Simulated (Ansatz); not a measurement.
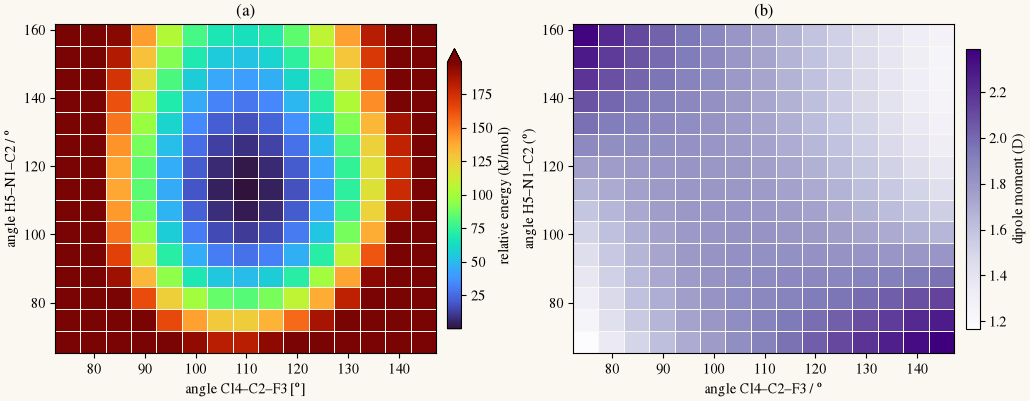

CHClFN, SMILES N=C(F)Cl. Coordinates scanned: (1) angle Cl4–C2–F3; (2) angle H5–N1–C2. Nothing is relaxed (all other coordinates rigid). Grid: 15 × 15 points. Energies: kJ/mol, counted from the relaxed molecule at the same level. The calculation used RKS B3LYP-D4/def2-TZVP (Ansatz).

Panel (a) is the energy; panel (b) is the computed dipole moment, in D.

The picture shows one coloured cell a grid point, one colour for all values above the top of the scale.

> How does the dipole moment vary over the map, and what is it at the lowest grid point?

Leaving out the highest fifth of the energies, it runs from 1.31 D at angle Cl4–C2–F3 = 144.8°, angle H5–N1–C2 = 126.3° to 2.12 D at angle Cl4–C2–F3 = 84.8°, angle H5–N1–C2 = 158.4°. At the lowest grid point, angle Cl4–C2–F3 = 109.8°, angle H5–N1–C2 = 113.4°, it is 1.77 D.

```
angle H5–N1–C2 ↓, angle Cl4–C2–F3 →  74.8  79.8  84.8  89.8  94.8  99.8  104.8  109.8  114.8  119.8  124.8  129.8  134.8  139.8  144.8
                              158.4  2.37  2.23  2.12  2.03  1.95  1.88   1.81   1.74   1.67   1.60   1.52   1.45   1.38   1.32   1.27
                              152.0  2.29  2.16  2.07  2.00  1.93  1.86   1.80   1.74   1.67   1.60   1.53   1.46   1.38   1.31   1.25
                              145.6  2.19  2.09  2.02  1.96  1.90  1.85   1.79   1.73   1.67   1.60   1.53   1.46   1.39   1.32   1.25
                              139.1  2.08  2.00  1.95  1.91  1.87  1.83   1.78   1.73   1.67   1.61   1.55   1.48   1.41   1.33   1.26
                              132.7  1.97  1.92  1.89  1.87  1.85  1.81   1.78   1.73   1.68   1.63   1.57   1.51   1.44   1.36   1.28
                              126.3  1.86  1.84  1.84  1.84  1.82  1.80   1.78   1.74   1.70   1.65   1.60   1.54   1.47   1.40   1.31
                              119.9  1.76  1.77  1.79  1.81  1.81  1.80   1.78   1.76   1.72   1.68   1.63   1.58   1.51   1.44   1.37
                              113.4  1.67  1.71  1.75  1.78  1.80  1.80   1.79   1.77   1.75   1.71   1.67   1.62   1.57   1.51   1.44
                              107.0  1.58  1.65  1.72  1.76  1.79  1.81   1.80   1.79   1.77   1.74   1.71   1.67   1.63   1.58   1.53
                              100.6  1.51  1.61  1.69  1.75  1.79  1.81   1.82   1.81   1.80   1.78   1.76   1.73   1.71   1.68   1.66
                               94.1  1.44  1.56  1.66  1.74  1.78  1.81   1.83   1.83   1.83   1.83   1.82   1.81   1.80   1.80   1.80
                               87.7  1.38  1.52  1.64  1.72  1.78  1.82   1.84   1.86   1.86   1.87   1.88   1.89   1.91   1.94   1.97
                               81.3  1.32  1.48  1.60  1.70  1.76  1.81   1.85   1.88   1.90   1.93   1.96   1.99   2.04   2.08   2.13
                               74.9  1.25  1.42  1.56  1.66  1.74  1.80   1.85   1.89   1.94   1.98   2.04   2.09   2.16   2.22   2.28
                               68.4  1.17  1.35  1.50  1.61  1.70  1.78   1.84   1.90   1.97   2.04   2.11   2.19   2.27   2.34   2.39
```
